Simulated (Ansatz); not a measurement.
**ClF$_{2}$HOZr: density, localisation and related maps**

```xyz
6

Zr   -0.0699   -0.0257   -0.0691
O    -0.3237   -0.1106    1.8169
H    -0.4547   -0.1562    2.7739
Cl    2.2444   -0.0065   -0.5752
F    -0.8953    1.5607   -0.7439
F    -0.8993   -1.5431   -0.8834
```

Core potentials replace the inner electrons of Zr.

These are results of RKS PBE-D4/def2-SVP (Ansatz), not measurements.

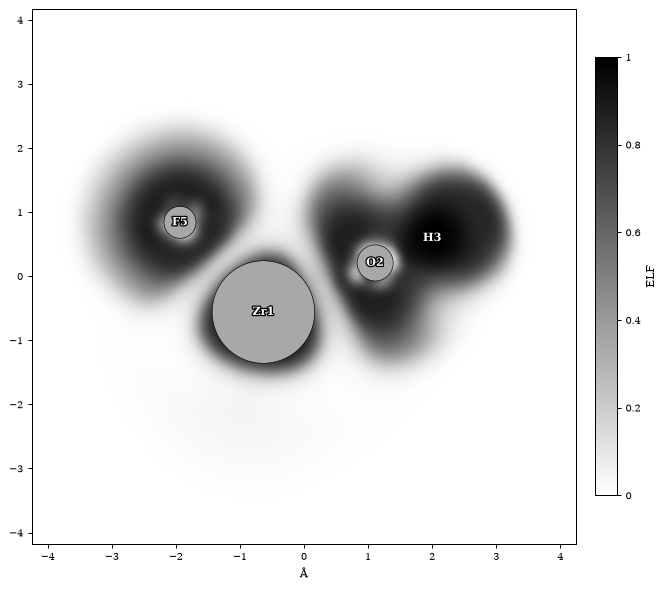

Figure 1. ELF on the plane of atoms O2, Zr1 and F5. Grey discs cover the atomic cores.

### Read the bonding off the picture.

Atoms in the plane: Zr, O, H and F. Zr–O (1.90 Å): the ELF peaks at about 0.80 in the valence shell of O, 0.6 Å from its nucleus, and drops to about 0.25 between the two atoms. Zr–F (1.91 Å): the ELF peaks at about 0.85 in the valence shell of F, 0.5 Å from its nucleus, and drops to about 0.20 between the two atoms. O–H (0.97 Å): the ELF climbs to about 1 towards the hydrogen, as it does in any bond to H (an ordinary covalent bond to hydrogen).

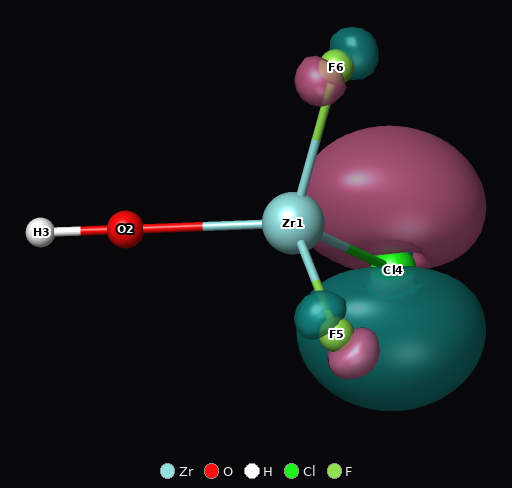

Figure 2. The HOMO−1 at ±0.15 Å⁻³ᐟ² (teal and pink are the two phases), seen from one side.

### Describe this orbital and give its energy.

It lies mainly on Cl4 (about 85 %); largely a lone pair of Cl4. Its energy is −7.91 eV.

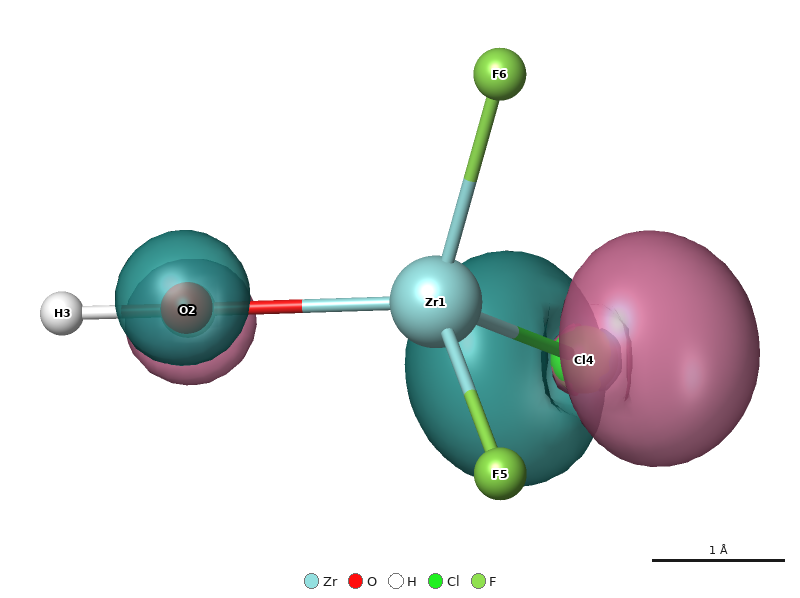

Figure 3. The HOMO at ±0.2 Å⁻³ᐟ² (teal and pink are the two phases), seen from one side.

### Describe this orbital and give its energy.

By Hirshfeld shares it lies mainly on Cl4 (about 75 %) and O2 (about 15 %); largely a lone pair of Cl4. Its energy is −7.82 eV.
